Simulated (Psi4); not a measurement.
# B2PLYP/aug-cc-pVDZ (density fitting, density fitting for correlation, sweep point 6) run of [HSO3]− (SMILES O=[SH](=O)[O-])

Aim: the vertical ionisation energy of [HSO3]− at B2PLYP/aug-cc-pVDZ (density fitting, density fitting for correlation, sweep point 6), from 2 runs. The job is set up through a Python script.

The results are computed with Psi4 1.11.

4 further runs of the same task are left out: 4 set aside as unsound or not needed.

**1. The molecule**

[HSO3]−: 5 atoms, total charge -1, spin state singlet. As SMILES, `O=[SH](=O)[O-]`. The shape is that of a GFN2-xTB optimisation.

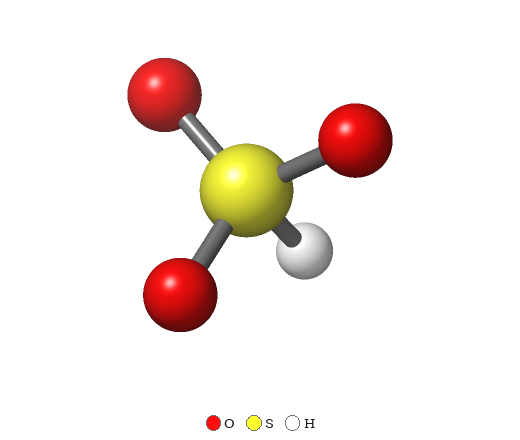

The structure, seen from a chosen angle (oxygen red, sulfur yellow, hydrogen white).

**2. The energy at B2PLYP/aug-cc-pVDZ (density fitting, density fitting for correlation, sweep point 6)**

Contents of job.py:

```python
import psi4

psi4.set_memory(1600000000)
psi4.set_num_threads(1)
psi4.core.set_output_file('run.log', False)

m = psi4.geometry("""
-1 1
O     -0.58976463    -0.48679345     2.69098890
S     -0.11393159    -0.13624925     0.00243775
O      1.32086187    -2.15360748    -1.20186582
O     -2.25021028     0.81014449    -1.45110179
H      1.63302573     1.96650570    -0.04045904
units bohr
symmetry c1
""")

psi4.set_options({
    'basis': 'aug-cc-pVDZ',
    'puream': True,
    'scf_type': 'df',
    'num_frozen_docc': 8,
    'dft_radial_points': 99,
    'dft_spherical_points': 590,
})

e, wfn = psi4.energy("b2plyp", return_wfn=True)
print(f'total energy {e:.8f} hartree = {e * 27.211386:.5f} eV')
for k, v in sorted(psi4.core.scalar_variables().items()):
    print(f'{k:45s} {v:18.10f}')
```

Started as:

```console
$ python job.py
```

run.log:

```text
[...]
  Running in c1 symmetry.
[...]
  Nuclear repulsion =  192.274096758542356
[...]
  Multiplicity = 1
[...]
  Nalpha       = 21
  Nbeta        = 21
[...]
    Number of basis functions: 105
[...]
   @DF-RKS iter   1:  -623.59914275023129    3.82377e-01   8.93253e-03 ADIIS/DIIS
[...]
   @DF-RKS iter   9:  -623.93607280904189   -1.46224e-08   1.20044e-07 DIIS
[...]
    Orbital Energies [Eh]
    ---------------------
    Doubly Occupied:
       1A    -90.221118     2A    -19.527212     3A    -19.527038
       4A    -19.527029     5A     -8.380661     6A     -6.228641
       7A     -6.228635     8A     -6.227692     9A     -1.085978
      10A     -0.941767    11A     -0.941375    12A     -0.518897
      13A     -0.405185    14A     -0.351941    15A     -0.351906
      16A     -0.226571    17A     -0.226528    18A     -0.190750
      19A     -0.190524    20A     -0.164495    21A     -0.143255
[...]
  @DF-RKS Final Energy:  -623.93607280904189
   => Energetics <=
    Nuclear Repulsion Energy =            192.2740967585423562
    One-Electron Energy =               -1251.3407814047000102
    Two-Electron Energy =                 460.0734781721529885
    DFT Exchange-Correlation Energy =     -24.9428663350372020
    Empirical Dispersion Energy =           0.0000000000000000
    VV10 Nonlocal Energy =                  0.0000000000000000
    Total Energy =                       -623.9360728090418888
[...]
 Multipole Moments:
 ------------------------------------------------------------------------------------
     Multipole            Electronic (a.u.)      Nuclear  (a.u.)        Total (a.u.)
 ------------------------------------------------------------------------------------
 L = 1.  Multiply by 2.5417464519 to convert [e a0] to [Debye]
 Dipole X            :         -0.5708875            0.9727971            0.4019095
 Dipole Y            :         -0.6840071            1.1713635            0.4873564
 Dipole Z            :          0.0128740           -0.0240666           -0.0111925
 Magnitude           :                                                    0.6318012
[...]
```

On the terminal:

```text
total energy -624.19190421 hartree = -16985.12684 eV
B2PLYP DOUBLE-HYBRID CORRECTION ENERGY             -0.2558313968
B2PLYP TOTAL ENERGY                              -624.1919042058
CURRENT ENERGY                                   -624.1919042058
CURRENT REFERENCE ENERGY                         -623.9360728090
DD SOLVATION ENERGY                                 0.0000000000
DFT FUNCTIONAL TOTAL ENERGY                      -623.9360728090
DFT TOTAL ENERGY                                 -624.1919042058
DFT VV10 ENERGY                                     0.0000000000
DFT XC ENERGY                                     -24.9428663350
DOUBLE-HYBRID CORRECTION ENERGY                    -0.2558313968
GRID ELECTRONS ALPHA                               20.9999999659
GRID ELECTRONS BETA                                20.9999999659
GRID ELECTRONS TOTAL                               41.9999999319
NUCLEAR REPULSION ENERGY                          192.2740967585
ONE-ELECTRON ENERGY                             -1251.3407814047
PCM POLARIZATION ENERGY                             0.0000000000
PE ENERGY                                           0.0000000000
SCF ITERATION ENERGY                             -623.9360728090
SCF ITERATIONS                                      9.0000000000
SCF TOTAL ENERGY                                 -623.9360728090
TWO-ELECTRON ENERGY                               460.0734781722
XC GRID RADIAL POINTS                              99.0000000000
XC GRID SPHERICAL POINTS                          590.0000000000
XC GRID TOTAL POINTS                           283039.0000000000
```

Wall time 9.3 s (1 thread of Intel Xeon Platinum 8559C (Emerald Rapids), shared host); peak memory 1.1 GiB.

**3. Doublet neutral HSO3, same level**

Contents of run.py:

```python
import psi4

psi4.set_memory(1600000000)
psi4.set_num_threads(1)
psi4.set_output_file('ho3s.out', False)

molecule = psi4.geometry("""
0 2
O     -0.58976463    -0.48679345     2.69098890
S     -0.11393159    -0.13624925     0.00243775
O      1.32086187    -2.15360748    -1.20186582
O     -2.25021028     0.81014449    -1.45110179
H      1.63302573     1.96650570    -0.04045904
units au
symmetry c1
""")

options = {'basis': 'aug-cc-pVDZ', 'reference': 'uks', 'puream': True, 'scf_type': 'df', 'num_frozen_docc': 8, 'dft_radial_points': 99, 'dft_spherical_points': 590, 'maxiter': 150}
psi4.set_options(options)

e, wfn = psi4.energy('b2plyp', molecule=molecule, return_wfn=True)
print(f'total energy {e:.8f} hartree = {e * 27.211386:.5f} eV')
for k, v in sorted(psi4.core.scalar_variables().items()):
    print(f'{k:45s} {v:18.10f}')
```

Started as:

```console
$ python run.py
```

ho3s.out:

```text
[...]
  Running in c1 symmetry.
[...]
  Nuclear repulsion =  192.274096758542356
[...]
  Multiplicity = 2
[...]
  Nalpha       = 21
  Nbeta        = 20
[...]
    Number of basis functions: 105
[...]
   @DF-UKS iter   1:  -623.44199453475449    5.39525e-01   8.05035e-03 DIIS/ADIIS
[...]
   @DF-UKS iter  18:  -623.73170356994751    5.99348e-07   9.35086e-07 DIIS
[...]
   @S^2 Observed:                7.735911048E-01
[...]
    Orbital Energies [Eh]
    ---------------------
    Alpha Occupied:
       1A    -90.486094     2A    -19.816480     3A    -19.815428
       4A    -19.815258     5A     -8.650623     6A     -6.497696
       7A     -6.497663     8A     -6.497647     9A     -1.367353
      10A     -1.226156    11A     -1.225151    12A     -0.817039
      13A     -0.684461    14A     -0.622429    15A     -0.622110
      16A     -0.503627    17A     -0.503387    18A     -0.475648
      19A     -0.469050    20A     -0.468435    21A     -0.414721
    Alpha Virtual:
      22A     -0.018919    23A      0.038554    24A      0.050970
      25A      0.050981    26A      0.073314    27A      0.123462
[...]
  @DF-UKS Final Energy:  -623.73170356994751
   => Energetics <=
    Nuclear Repulsion Energy =            192.2740967585423562
    One-Electron Energy =               -1240.1337844645690893
    Two-Electron Energy =                 448.9007454848402858
    DFT Exchange-Correlation Energy =     -24.7727613487611116
    Empirical Dispersion Energy =           0.0000000000000000
    VV10 Nonlocal Energy =                  0.0000000000000000
    Total Energy =                       -623.7317035699476264
[...]
 Multipole Moments:
 ------------------------------------------------------------------------------------
     Multipole            Electronic (a.u.)      Nuclear  (a.u.)        Total (a.u.)
 ------------------------------------------------------------------------------------
 L = 1.  Multiply by 2.5417464519 to convert [e a0] to [Debye]
 Dipole X            :         -0.2930707            0.9727971            0.6797264
 Dipole Y            :         -0.3430399            1.1713635            0.8283236
 Dipole Z            :          0.0040762           -0.0240666           -0.0199903
 Magnitude           :                                                    1.0717031
[...]
```

On the terminal:

```text
total energy -623.99205332 hartree = -16979.68862 eV
B2PLYP DOUBLE-HYBRID CORRECTION ENERGY             -0.2603497478
B2PLYP TOTAL ENERGY                              -623.9920533178
CURRENT ENERGY                                   -623.9920533178
CURRENT REFERENCE ENERGY                         -623.7317035699
DD SOLVATION ENERGY                                 0.0000000000
DFT FUNCTIONAL TOTAL ENERGY                      -623.7317035699
DFT TOTAL ENERGY                                 -623.9920533178
DFT VV10 ENERGY                                     0.0000000000
DFT XC ENERGY                                     -24.7727613488
DOUBLE-HYBRID CORRECTION ENERGY                    -0.2603497478
GRID ELECTRONS ALPHA                               20.9999999520
GRID ELECTRONS BETA                                19.9999999741
GRID ELECTRONS TOTAL                               40.9999999260
NUCLEAR REPULSION ENERGY                          192.2740967585
ONE-ELECTRON ENERGY                             -1240.1337844646
PCM POLARIZATION ENERGY                             0.0000000000
PE ENERGY                                           0.0000000000
SCF ITERATION ENERGY                             -623.7317035699
SCF ITERATIONS                                     18.0000000000
SCF TOTAL ENERGY                                 -623.7317035699
TWO-ELECTRON ENERGY                               448.9007454848
XC GRID RADIAL POINTS                              99.0000000000
XC GRID SPHERICAL POINTS                          590.0000000000
XC GRID TOTAL POINTS                           283039.0000000000
```

Wall time 22 s (1 thread of Intel Xeon Platinum 8559C (Emerald Rapids), shared host); peak memory 1.1 GiB.

**4. Summary of results**

At B2PLYP/aug-cc-pVDZ (density fitting, density fitting for correlation, sweep point 6), 8 core orbitals frozen:

```
                                                                      quantity          value
                                                 singlet [HSO3]−: total energy  -624.19190 Eh
                            singlet [HSO3]−: HOMO energy (SCF part's orbitals)       -3.90 eV
                            singlet [HSO3]−: LUMO energy (SCF part's orbitals)        3.77 eV
        singlet [HSO3]−: HOMO–LUMO gap (to an unbound level, set by the basis)        7.67 eV
                                            doublet neutral HSO3: total energy  -623.99205 Eh
doublet neutral HSO3: HOMO energy (SCF part's orbitals) (highest over α and β)      -11.03 eV
 doublet neutral HSO3: LUMO energy (SCF part's orbitals) (lowest over α and β)       -6.67 eV
                                                    doublet neutral HSO3: ⟨S²⟩          0.774
                           vertical detachment energy (to the doublet neutral)       5.438 eV
```

In words: Removing an electron at fixed nuclei costs 5.44 eV (125 kcal/mol). −ε(HOMO) before ionisation, 3.90 eV, is 1.54 eV below this ionisation energy.
